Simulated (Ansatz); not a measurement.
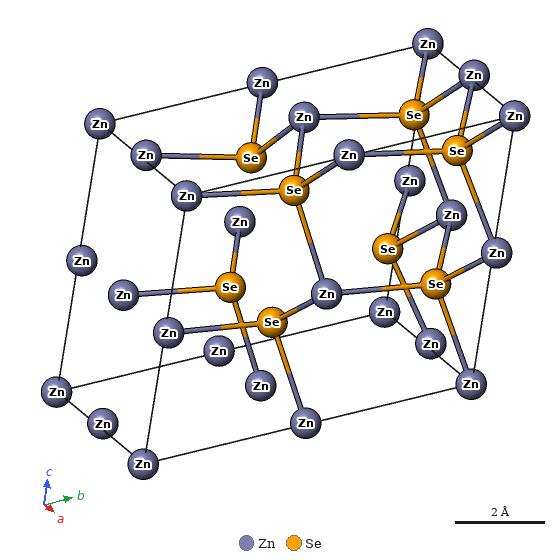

An orthographic ball-and-stick view of the structure, slightly off an axis. The edges of the supercell are marked. The host is ZnSe, in a cell of 16 sites, and the cell carries a charge of -1.

Spot the defect.

A zinc vacancy. Around the empty site lie four Se at about 2.4 Å.

Method used: DFT PBE, scalar-relativistic, plane waves, PAW in Ansatz. It ran with a cutoff energy of 420 eV, a 2×2×2 grid in reciprocal space, Gaussian smearing of 0.01 eV, collinear spins.

Is there a net spin in the supercell?

Yes, 0.2 μB in the cell.

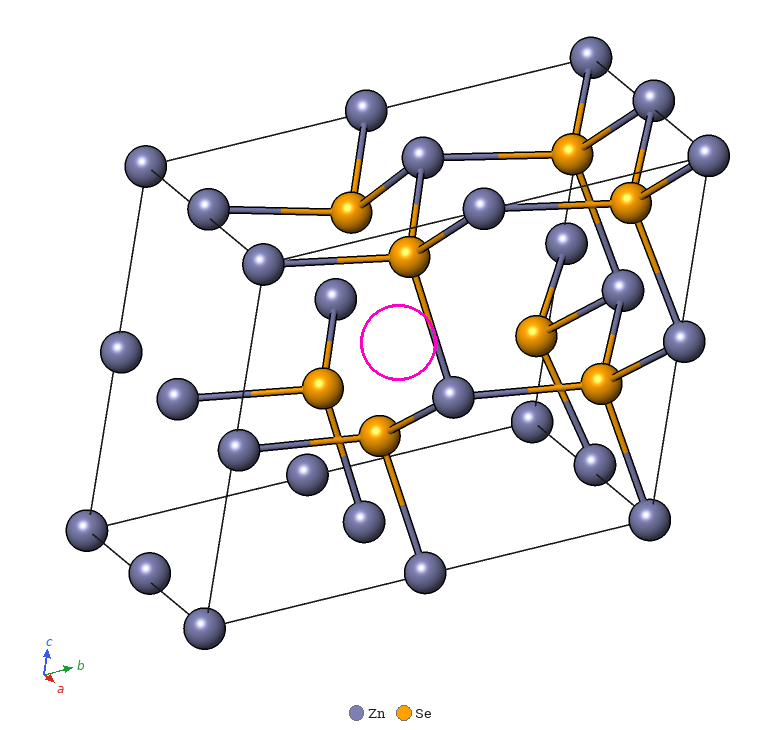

The same cell with a ring at the defect's site.

The atoms were relaxed in the host's cell with Ansatz, DFT PBE, scalar-relativistic, plane waves, PAW.
